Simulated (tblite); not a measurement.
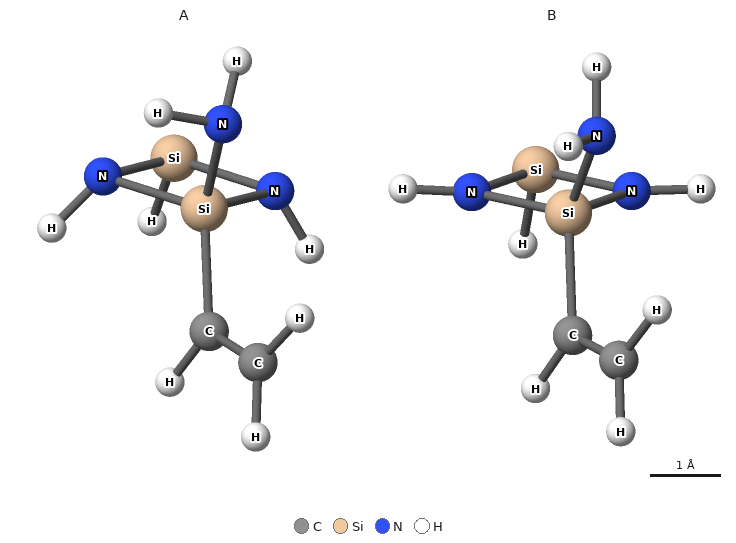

Two geometries of C₂H₈N₃Si₂ (multiplicity 2), drawn at one scale. One is the start of a relaxation, the other its converged end. The picture is a ball-and-stick view, seen from a free direction.

All numbers below come from GFN2-xTB geometry optimisation, gas phase (tblite 0.8.0). 

Q: Which one is relaxed?

A: Structure B is the relaxed one. Over 89 geometry steps the energy falls by 16.7 kcal/mol. An H atom moves most after the best rigid fit: 0.93 Å. By element the largest moves are H 0.93 Å, N 0.31 Å, Si 0.31 Å, C 0.14 Å. Some distances before and after: N–Si 1.786 → 1.723 Å, H–N 1.050 → 1.007 Å, C–Si 1.832 → 1.875 Å, N–Si 1.781 → 1.742 Å. Bond angles that change, for instance: Si–N–H 115.0° → 131.7°, Si–N–H 115.6° → 130.7°, Si–N–H 116.8° → 131.6°. Groups turn about N–Si by about 30°. Cost: 0.53 s on 1 thread of Arm Neoverse V2, on a shared host.
